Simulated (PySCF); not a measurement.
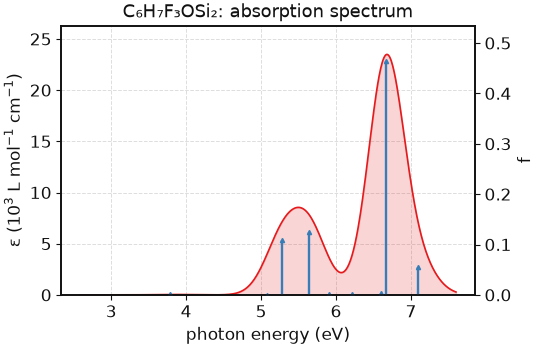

Computed absorption of C₆H₇F₃OSi₂, SMILES O=C(C1=C[SiH2]C=C[SiH2]1)C(F)(F)F. Vertical TDDFT excitations, CAM-B3LYP/def2-SVPD in PySCF 2.14.0, at a PBE0-D3(BJ)/def2-SVP geometry (no frequency check), gas phase. Only the first 10 singlet excitations are included; each is broadened by a Gaussian of 1/e half-width 0.33 eV. Sticks give oscillator strengths (right axis). States within 0.01 eV of each other are merged, with their strengths summed.

**Does any vertical transition fall in the visible?**

No singlet lies below 3.1 eV (beyond 400 nm), so at this level no vertical transition falls in the visible.

**Which of the computed transitions is the brightest, and what character does the calculation give it?**

S8 at 6.67 eV (186 nm), f = 0.465, mainly HOMO → LUMO+1 (84 %).

**Where is the lowest singlet, and is it bright?**

S1 lies at 3.79 eV (327 nm) with f = 0.001, mainly HOMO−1 → LUMO (75 %); it is dark or nearly so.

Note: one conformer of a flexible molecule; core orbitals are frozen in the response.
